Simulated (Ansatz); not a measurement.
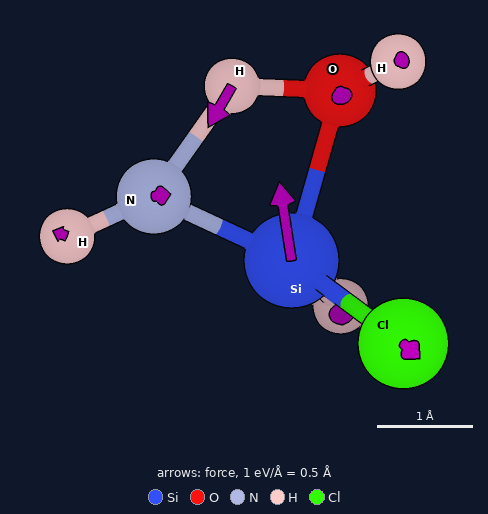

Starting geometry of SiNH4OCl with the computed forces as purple arrows. A ball-and-stick model, seen face on.

The reaction that was planned forms O2–H4 and breaks Si1–O2, N3–H4 (atoms numbered from 1 in input order).

The calculation used RKS PBE0-D4/def2-SVP in Ansatz.

The input:
```yaml
crystal:
  periodic: [false, false, false]
  atoms:
    - {symbol: Si, position_ang: [-0.412700, -0.283200, 0.516300]}
    - {symbol: O, position_ang: [1.213200, -0.374000, -0.384600]}
    - {symbol: N, position_ang: [-0.865800, 0.449500, -0.889200]}
    - {symbol: H, position_ang: [0.509900, 0.163200, -1.154900]}
    - {symbol: H, position_ang: [-0.582600, -1.639700, 0.992600]}
    - {symbol: Cl, position_ang: [-0.028100, 0.823800, 2.190900]}
    - {symbol: H, position_ang: [1.946400, 0.150400, -0.054000]}
    - {symbol: H, position_ang: [-1.780300, 0.710000, -1.217200]}
basis:
  gaussian: {orbitals: def2-SVP}
hamiltonian: {xc: pbe0, dispersion: d4}
relax: {f_tol: 0.04, max_steps: 150, escape_saddle: false, constraints: [{distance: [1, 3]}, {distance: [0, 1]}, {distance: [2, 3]}]}
```

Run as
```bash
ansatz run in.yaml --threads 4 --pin off --events-out ev --progress --plain --max-ram 9574MiB
```

Q: What follows when this structure is relaxed?

A: It isn't relaxed: the largest force vector, on Si1, is 1.75 eV/Å. The final displacements follow the starting forces only in part (cosine between the two patterns 0.33). Over 5 geometry steps the energy falls by 8.07 kJ/mol. The largest force component goes from 0.83 to 0.032 eV/Å. The largest moves after the best rigid fit, 0.11 Å, are those of H5 and Cl6. Largest moves by element: H 0.11 Å, Cl 0.11 Å, N 0.05 Å, O 0.03 Å, Si 0.03 Å. Some distances before and after: Si1–Cl6 2.044 → 2.079 Å, Si1–H5 1.448 → 1.480 Å, Si1–N3 1.649 → 1.636 Å, O2–H7 0.960 → 0.968 Å. Among the angles between lasting bonds that change: Si1–N3–H8 130.0° → 138.0°, O2–Si1–H5 102.5° → 108.1°, N3–Si1–H5 131.7° → 127.9°.
